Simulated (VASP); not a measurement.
Band structure of MgH2 (rutile). All values below come from PBE GGA, VASP's PBE PAW potentials (set 64) (plane waves; VASP).

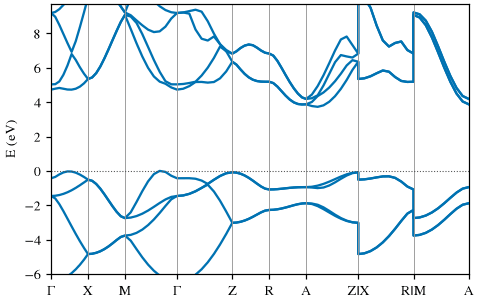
Bands along high-symmetry lines, zero at the valence-band maximum or, without a gap, the Fermi level

**Question.** Read the plot: is there a gap, and where are the band edges?

**Answer.** The gap is indirect, 3.73 eV, from the valence maximum at M-Γ at 0.67 to the conduction minimum at A-Z at 0.22. (Edges off the drawn lines would not show.)

The compound is MgH2 in the rutile structure. It was relaxed first.
